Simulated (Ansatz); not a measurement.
# TbFe2C2, from a guessed structure to a relaxed one, part 2 of 2

Starting from a made-up structure for TbFe2C2, the aim is the relaxed cell, its shortest contacts and, where a second run follows, its electronic structure.

Ansatz 0.2.0; DFT, PBE, plane-wave PAW, default files, scalar-relativistic, ferromagnetic start, cell and ions relaxed at zero pressure (the session's first sound run).

So far: Set-up; Relaxation of the guess.

In doubt: a part-filled 4f shell, where there is one, can sit in one of many states, so energies may not be the lowest and differences between runs may mislead; derivatives with an open 4f shell can jump between states, which bears on forces and vibrations.

### 2. Relaxation of the guess (continued)

Step by step:

| step | energy less that of the first step (eV) | largest force component (eV/Å) | pressure (GPa) | volume (Å³) |
| --- | --- | --- | --- | --- |
| 1 | 0.0000 | 2.6821 | -30.69 | 66.99 |
| 2 | -1.6010 | 2.5392 | -16.52 | 58.42 |
| 3 | -2.2775 | 0.0520 | 12.26 | 53.39 |
| 4 | -2.3851 | 0.2367 | 0.42 | 56.51 |
| 5 | -2.3980 | 0.1124 | 0.16 | 56.80 |
| 6 | -2.4052 | 0.0203 | -0.30 | 56.96 |
| 7 | -2.4058 | 0.0104 | 0.11 | 56.93 |
| 8 | -2.4058 | 0.0001 | 0.00 | 56.94 |
| 9* | -2.3965 | 0.0013 | -0.11 | 56.94 |
| 10 | -2.3966 | 0.0005 | 0.00 | 56.90 |
| 11* | -2.3965 | 0.0004 | 0.00 | 56.90 |

Relaxation steps marked * repeat the geometry before them on a plane-wave basis chosen anew for their cell, so energy and pressure can jump there.

The run keeps the 16 symmetry operations that it works with, so distortions that break them were not tested.

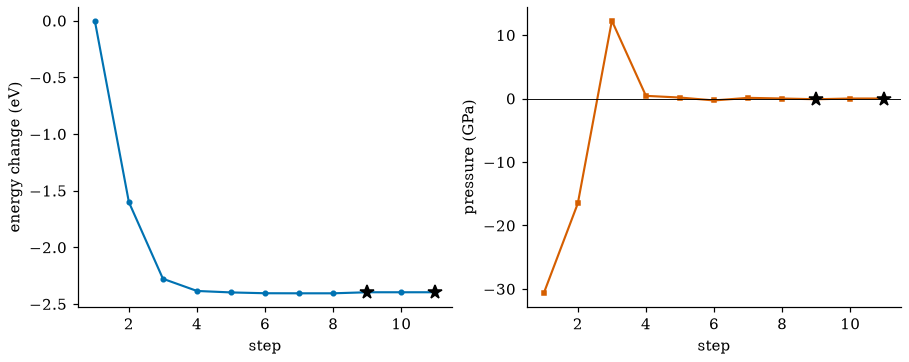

Energy and pressure along the relaxation. Stars mark steps on a basis chosen anew.

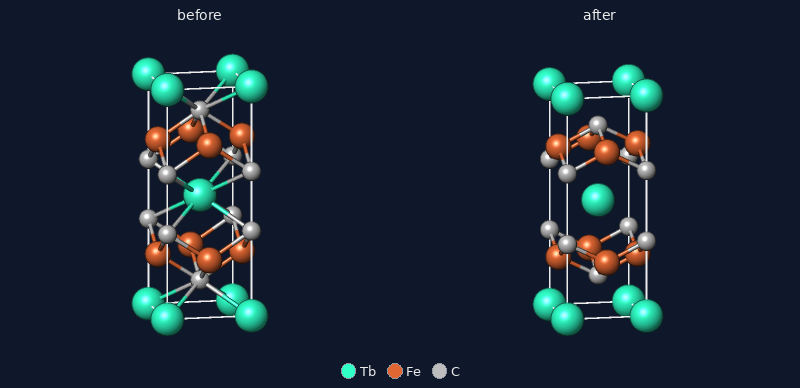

The structure before and after the relaxation, drawn at the same scale.

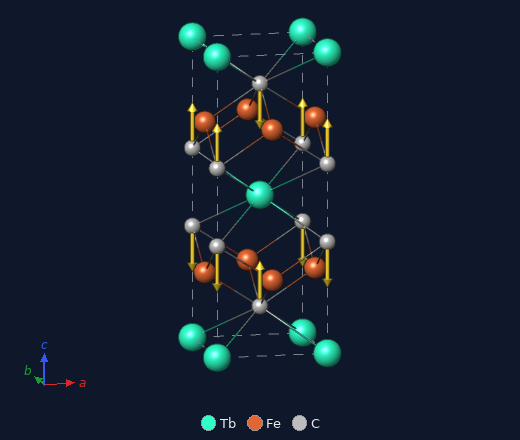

Displacements in the relaxation, exaggerated, measured against the changing cell; the longest in the cell stands for 0.29 Å. Some periodic images of atoms are drawn too.

| conventional cell, symmetrised | before | after | change |
| --- | --- | --- | --- |
| a (Å) | 3.671 | 3.451 | -6.0 % |
| b (Å) | 3.671 | 3.451 | -6.0 % |
| c (Å) | 9.942 | 9.553 | -3.9 % |
| volume (Å³/atom) | 13.40 | 11.38 | -15.1 % |

The atoms that moved most (Å, as changes of fractional coordinates times the final cell):

| atom | dx | dy | dz | length |
| --- | --- | --- | --- | --- |
| C5 | 0.000 | 0.000 | -0.292 | 0.292 |
| C4 | 0.000 | 0.000 | 0.292 | 0.292 |

Final coordinates:

```cif
data_structure
_symmetry_space_group_name_H-M 'P 1'
_symmetry_Int_Tables_number 1
_cell_length_a 5.3639
_cell_length_b 5.3639
_cell_length_c 5.3639
_cell_angle_alpha 142.467
_cell_angle_beta 142.467
_cell_angle_gamma 54.127
_cell_volume 56.90
loop_
_atom_site_label
_atom_site_type_symbol
_atom_site_fract_x
_atom_site_fract_y
_atom_site_fract_z
_atom_site_occupancy
Tb1 Tb 0.00000 0.00000 0.00000 1
Fe2 Fe 0.25000 0.75000 0.50000 1
Fe3 Fe 0.75000 0.25000 0.50000 1
C4 C 0.66041 0.66041 0.00000 1
C5 C 0.33959 0.33959 0.00000 1
```

Numbers from this step:

```yaml
free_energy: -19407.7549 eV
energy_at_zero_smearing: -19407.7290 eV
smearing_term_ts: 0.05177 eV
fermi_energy: 17.37 eV
magnetization: 5.913 μB
absolute_magnetization: 6.043 μB
site_moments: 5.854, 0.02558, 0.02558, -0.02114, -0.02114 μB
electrons: 59
symmetry_operations: 16
pressure: 4.57e-5 GPa
```

Site moment by atom:

| atom | site moment (μB) |
| --- | --- |
| Tb1 | 5.85 |
| Fe2 | 0.03 |
| Fe3 | 0.03 |
| C4 | -0.02 |
| C5 | -0.02 |

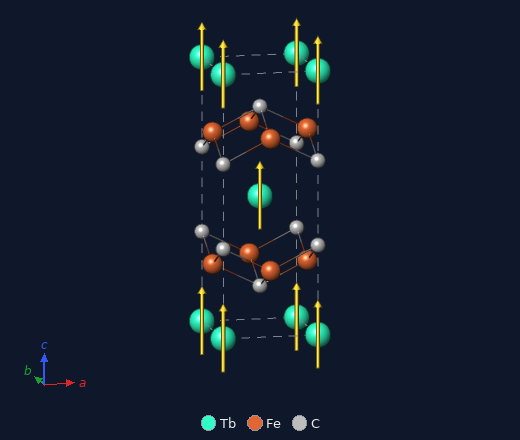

Site moment as arrows, the longest 5.85 μB. Up and down stand for the sign. Arrows give size and sign along the axis of quantisation, drawn up and down the page. Some periodic images of atoms are drawn too.

The shortest distance of each pair, which need not be the same contact before and after:

| pair | guess (Å) | relaxed (Å) |
| --- | --- | --- |
| C–Fe | 2.190 | 1.926 |
| Fe–Fe | 2.596 | 2.440 |
| C–Tb | 2.899 | 2.882 |
| Fe–Tb | 3.090 | 2.947 |
| C–C | 2.581 | 2.981 |

The relaxation ends with a largest force component of 4.0e-4 eV/Å and a pressure of 0.00 GPa.

### 3. Bands of the relaxed cell

With the geometry fixed, one more self-consistent run, with a narrower smearing and the mesh shown in its input, gives the bands, and its pressure, and its forces where symmetry allows any, show how far the geometry depends on these settings.

This step: DFT, PBE, plane-wave PAW, default files, scalar-relativistic, ferromagnetic start, bands and density of states at the relaxed cell (Ansatz 0.2.0).

input.yaml

```yaml
crystal:
  lattice:
    - [-1.725666914, 1.725666914, 4.7766183629]
    - [1.725666914, -1.725666914, 4.7766183629]
    - [1.725666914, 1.725666914, -4.7766183629]
  atoms:
    - { symbol: Tb, position: [0.0, 0.0, 0.0], spin: 5.9 }
    - { symbol: Fe, position: [0.25, 0.75, 0.5] }
    - { symbol: Fe, position: [0.75, 0.25, 0.5] }
    - { symbol: C, position: [0.660412615, 0.660412615, 0.0] }
    - { symbol: C, position: [0.339587385, 0.339587385, 0.0] }
magnetization:
  spin_polarized: true
kpoints:
  mp_grid: { grid: [12, 12, 12] }
  band_path:
    path:
      - [[0.0, 0.0, 0.0], [-0.5, 0.5, 0.0], [-0.5, 0.5, -0.06525937], [-0.28262968, 0.28262968, -0.28262968], [0.0, 0.0, 0.0], [0.5, 0.5, -0.5], [0.28262968, 0.71737032, -0.71737032], [0.0, 0.5, -0.5], [-0.25, 0.75, -0.25], [0.06525937, 0.93474063, -0.5], [0.5, 0.5, -0.5]]
      - [[-0.5, 0.5, 0.0], [-0.25, 0.75, -0.25]]
    npoints: 7
scf:
  occupations: { method: fermi_dirac, width: 0.03 }
  n_extra_bands: 12
hamiltonian:
  xc: pbe
  pseudopotentials: { kind: paw }
output:
  forces: true
  stress: true
  write_bands: true
  dos: { projected: true }
  write_density: true
  write_potential: true
  elf: true
  volumetric_format: npy
```

On the command line:

```console
> ansatz run input.yaml --threads 4 --pin off --max-ram 10240MiB --backend cpu --events-out ev --progress --plain --runs-dir out
```

Numbers of over 12 decimals in the logs are rounded to 6 here.

The log of the run:

```text
Tb: projections on atomic orbitals take those of the free atom [Kr 4d10] 4f9 5s2 5p6 5d0 6s2, of charge +0.00 (hamiltonian.pseudopotentials.projection_atoms); the dataset's partial waves leave at most 4.5e-4 of an orbital's norm unspanned inside its sphere
[...]
Crystal: 5 atoms, lattice volume = 56.898 Å³
Basis set: ecut = 420 eV, 1103 PW (Γ), exchange–correlation on 72×72×72 points (8 copies of the dense FFT grid, shifted against one another)
Bands: 42, of which v1, the nominal top of the filled ones, is band 30 counted from 1 (29 counted from 0)
Symmetry: 16 space group operations
[...]
k-points: 163 of 1728
[...]
Starting moments: Σ|m| = 5.9 μB on 1 of 5 sites
[...]
SCF iter   1: F=—  HF=-19411.169390 eV  |F-HF|=—  |Δ(HF+E_count)|=         —  Δρ=1.47e-1 (↑1.47e-1 ↓1.32e-1)  dr2=4.08e1  dr2_m=1.42e-1  M=5.451 μB ∫|m|=6.098 μB  β_m=0.30  ethr=3.10e-3  ⟨swp⟩=6.1  Hψ=49023  notcnv=0
[...]
SCF iter  15: F=—  HF=-19407.778569 eV  |F-HF|=—  |Δ(HF+E_count)|=         —  Δρ=3.89e-2 (↑1.35e-2 ↓3.89e-2)  dr2=5.44e-1  dr2_m=3.29e-1  M=6.124 μB ∫|m|=6.373 μB  β_m=0.98  ethr=1.29e-4  ⟨swp⟩=5.0  Hψ=37947  notcnv=0  defer=1144
[...]
iteration 15: the lowest order of the open f orbitals that was found in this iteration's bands is taken; no other order was found there
SCF iter  16: F=—  HF=-19407.783789 eV  |F-HF|=—  |Δ(HF+E_count)|=         —  Δρ=2.46e-2 (↑2.46e-2 ↓1.14e-2)  dr2=3.53e-1  dr2_m=5.27e-2  M=6.013 μB ∫|m|=6.200 μB  β_m=0.98  ethr=1.29e-4  ⟨swp⟩=4.2  Hψ=34001  notcnv=0  defer=1215
[...]
SCF iter  30: F=-19407.738082 eV  HF=-19407.738082 eV  |F-HF|=2.63e-8  |Δ(HF+E_count)|=   1.16e-9  Δρ=6.06e-6 (↑9.76e-7 ↓6.06e-6)  dr2=2.56e-8  dr2_m=4.40e-9  M=5.900 μB ∫|m|=6.034 μB  ethr=4.59e-12  ⟨swp⟩=13.8  Hψ=91396  notcnv=0
SCF 1 converged in 30 iterations: F = -19407.738082 eV  dr2 = 2.56e-8
[...]
NSCF: frozen V_eff on 79 k-points
SCF converged after 30 iterations
Magnetization: 5.9001 μB (32.4501 up, 26.5499 down)
Absolute magnetization: 6.0349 μB (∫|ρ↑−ρ↓|, with the PAW one-centre terms)
[...]
Per-site moments (μB) at R_I (Å): [(5.851797, 1.188708), (0.022252, 0.794574), (0.022252, 0.794574), (-0.021060, 0.794574), (-0.021060, 0.794574)]
Free energy (F): -19407.738082 eV
[...]
Internal energy: -19407.720301 eV  (E = F + TS)
E sigma→0 (E₀):  -19407.729192 eV
Entropy (-TS):   -0.017781 eV (-3.556 meV/atom)
Fermi energy:    17.360458 eV
[...]
--- Forces (eV/Å), atoms counted from 1 ---
  atom   1  Tb    -0.00000000     0.00000000     0.00000000
  atom   2  Fe     0.00000000     0.00000000     0.00000000
  atom   3  Fe     0.00000000    -0.00000000     0.00000000
  atom   4  C      0.00000000    -0.00000000     0.00920122
  atom   5  C      0.00000000    -0.00000000    -0.00920122
  max |Σ_I F_I| component: 3.56e-17 eV/Å
--- Stress (GPa, compression-positive) ---
       -0.005411      -0.000000       0.000000
       -0.000000      -0.005411       0.000000
        0.000000      -0.000000      -0.164195
  P = ⅓ Tr σ = -0.0583 GPa (-0.583 kbar)
--- Band table (eV; the first three rows and the last of 326) ---
  k-point 0 ↑: bands = [... 26 lower, 13.9141, 13.9141, 16.7606, 16.9446, 16.9750, 17.1805, 17.1805, 17.3664, ... 8 higher]
  k-point 1 ↑: bands = [... 26 lower, 13.9507, 14.1080, 16.6146, 17.0697, 17.0741, 17.0775, 17.1074, 17.2389, ... 8 higher]
  k-point 2 ↑: bands = [... 26 lower, 14.2172, 14.3509, 16.3775, 16.7995, 16.8123, 16.8901, 17.2624, 17.5932, ... 8 higher]
  k-point 162 ↓: bands = [... 26 lower, 17.6810, 17.6810, 17.8420, 18.0160, 18.1443, 18.4109, 18.4109, 18.4801, ... 8 higher]
```

Run time: 87 s. Hardware: 4 threads of Intel Xeon Platinum 8259CL at 2.50GHz (Skylake/Cascade Lake), shared host; peak memory 0.82 GiB.

Numbers from this step:

```
free energy             : -19407.7381 eV
energy at zero smearing : -19407.7292 eV
smearing term TS        : 0.01778 eV
Fermi energy            : 17.36 eV
magnetization           : 5.900 μB
absolute magnetization  : 6.035 μB
site moments            : 5.852, 0.02225, 0.02225, -0.02106, -0.02106 μB
pressure                : -0.05834 GPa
```

From bands.tsv, the bands that come nearest the Fermi level along the path, at its corners, in eV from the Fermi level:

| point | band_29_up | band_30_up | band_31_up | band_32_up | band_33_up | band_25_dn | band_26_dn | band_27_dn |
| --- | --- | --- | --- | --- | --- | --- | --- | --- |
| Γ | -0.42 | -0.39 | -0.18 | -0.18 | 0.01 | 0.02 | 0.04 | 0.04 |
| X | -1.78 | -0.99 | -0.27 | -0.24 | 0.19 | -0.25 | -0.20 | -0.12 |
| Y | -1.77 | -1.09 | -0.28 | -0.01 | 0.30 | -0.18 | -0.12 | -0.08 |
| S | -1.41 | -1.35 | -1.14 | 0.58 | 1.52 | -0.20 | -0.07 | 0.20 |
| Γ | -0.42 | -0.39 | -0.18 | -0.18 | 0.01 | 0.02 | 0.04 | 0.04 |
| Z | 0.00 | 0.22 | 0.50 | 0.50 | 1.07 | 0.03 | 0.32 | 0.32 |
| S1 | -1.41 | -1.35 | -1.14 | 0.58 | 1.52 | -0.20 | -0.07 | 0.20 |
| N | -1.68 | -1.46 | -0.74 | -0.27 | 1.61 | -0.54 | -0.05 | 0.19 |
| P | -1.87 | -0.27 | -0.27 | -0.27 | -0.24 | -0.33 | -0.25 | -0.24 |
| Y1 | -1.77 | -1.09 | -0.28 | -0.01 | 0.30 | -0.18 | -0.12 | -0.08 |
| Z | 0.00 | 0.22 | 0.50 | 0.50 | 1.07 | 0.03 | 0.32 | 0.32 |
| X | -1.78 | -0.99 | -0.27 | -0.24 | 0.19 | -0.25 | -0.20 | -0.12 |
| P | -1.87 | -0.27 | -0.27 | -0.27 | -0.24 | -0.33 | -0.25 | -0.24 |

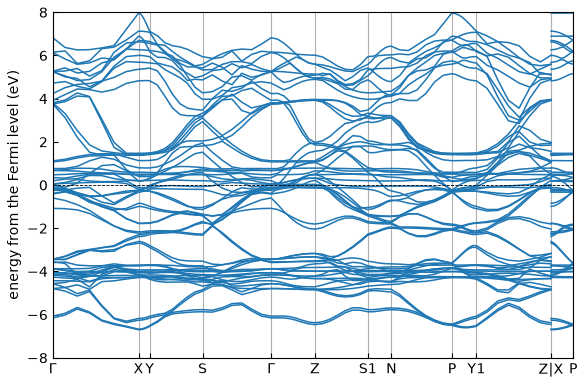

Bands along the path. 28 bands lie wholly below the window drawn.

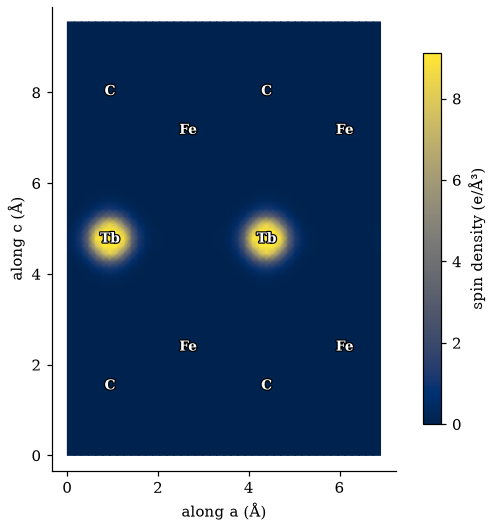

Spin density in the ac plane of the conventional cell at fractional y = 0.000, with atoms of Tb and Fe and C within 0.2 Å of it. The map starts off the cell's origin, so that atoms lie inside it.

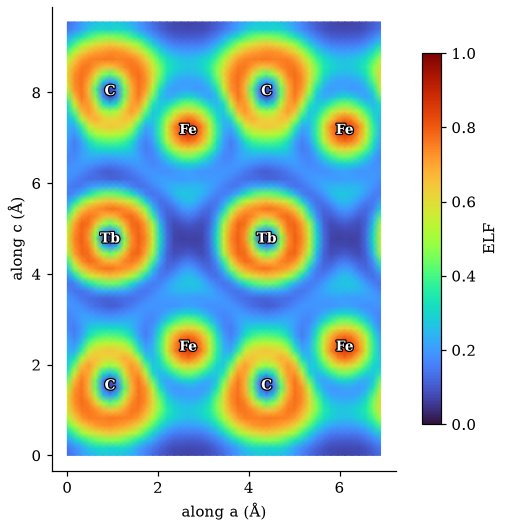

ELF in the ac plane of the conventional cell at fractional y = 0.000, with atoms of Tb and Fe and C within 0.2 Å of it. It is the smooth field of the valence electrons, not physical close to the nuclei. The map starts off the cell's origin, so that atoms lie inside it.

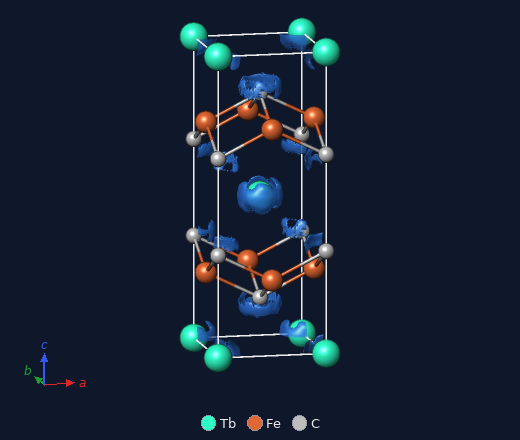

Surface of ELF = 0.77.

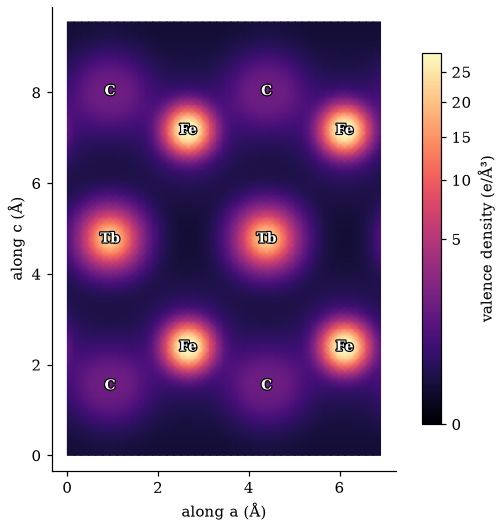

Valence density in the ac plane of the conventional cell at fractional y = 0.000, with atoms of Tb and Fe and C within 0.2 Å of it. It is the smooth field of the valence electrons, not physical close to the nuclei. The map starts off the cell's origin, so that atoms lie inside it. The colour scale is stretched toward low values.

### 4. Outcome

- space group, relaxed: I4/mmm
- conventional cell: a = 3.451, b = 3.451, c = 9.553 Å; α = 90.0°, β = 90.0°, γ = 90.0°
- volume per atom: 11.38 Å³ (guess 13.40)
- total moment: 5.91 μB in the cell of 5 atoms

TbFe2C2 relaxes to I4/mmm with a = 3.451, b = 3.451 and c = 9.553 Å. The guessed volume was 18 % too large. The space group I4/mmm was held in the relaxation, so the end point is a stationary structure within it and may be a saddle against distortions or other arrangements. The input starts from parallel moments, and no other start was typed. The f shell may be open and has no Hubbard U, so its place in energy and the volume are uncertain. The electronic state may lie above the lowest one. Bands cross the Fermi level, so it is a metal or semimetal at this level. On the 12×12×12 mesh with the narrower smearing (relaxed on 10×10×10) the largest force component is 0.009 eV/Å and the largest stress component is 0.164 GPa, against the relaxation's thresholds of 0.015 eV/Å and 0.05 GPa. The cutoff wasn't tested. Spin-orbit coupling is left out, which can matter for elements this heavy. No dispersion term is used, so weakly bound directions may come out too long. Nothing here tests whether the compound is stable against decomposition.

[Logs are printed without paths, hosts, clocks, repeated set-up lines and the standing remarks that a program may print on its own settings, such as how far it seeks lower states.]

[Hosts, paths, dates, database ids (printed as entryN), source tags and the programs' standing remarks are cut or masked in the printed files.]
